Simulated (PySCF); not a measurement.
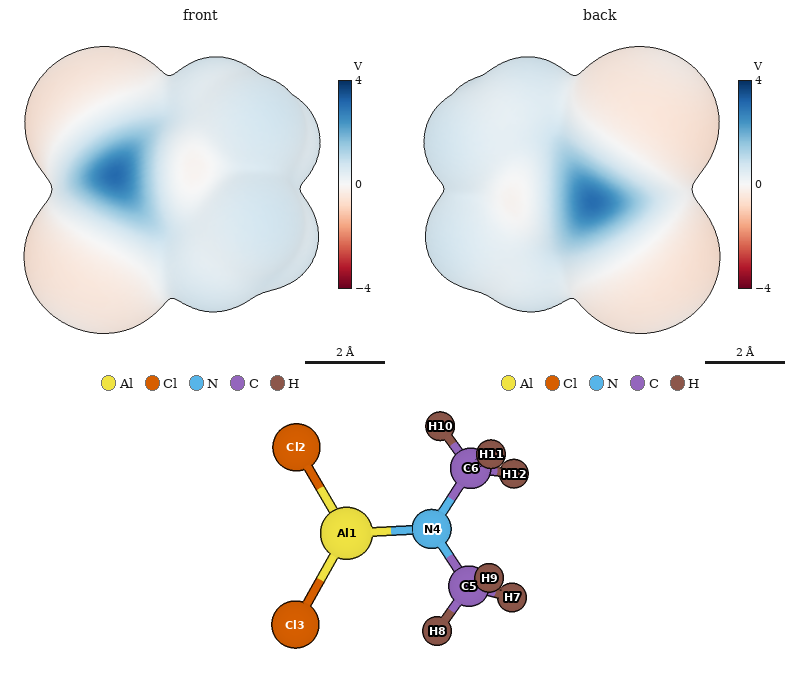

*C2H6AlCl2N. The molecular electrostatic potential painted on the density surface at 0.002 e/bohr³, seen from the front and from behind; red is negative and blue positive. The bare structure is drawn below in the same view.*

Geometry: PBE0-D3(BJ)/def2-SVP.

Level of theory: PBE0/pcSseg-1 Al:pcSseg-2, SCF density, gas phase, non-relativistic (PySCF).

Input file:

```
{"job": {"kind": "nmr", "xc": "PBE0", "basis": {"default": "pcSseg-1", "Al": "pcSseg-2"}}, "charge": 0, "multiplicity": 1}
Al     0.832731     1.576408     0.042303
Cl     2.585196     1.878935    -1.060088
Cl     0.036117     3.145503     1.175580
N      0.024347     0.009577     0.007374
C     -1.179360    -0.269835     0.754084
C      0.493631    -1.109536    -0.775344
H     -2.017863    -0.551961     0.088828
H     -1.495562     0.611590     1.331879
H     -1.033323    -1.105160     1.466153
H      1.410018    -0.848384    -1.324927
H      0.721123    -1.986084    -0.138124
H     -0.261586    -1.433794    -1.516738
```

Command:

```sh
OMP_NUM_THREADS=1 python probes_run.py task.json out
```

**Describe the electrostatic potential map.**

The most negative region (about −0.6 V) lies over Cl2 and Cl3, the most positive (about +2.9 V) over Al1.
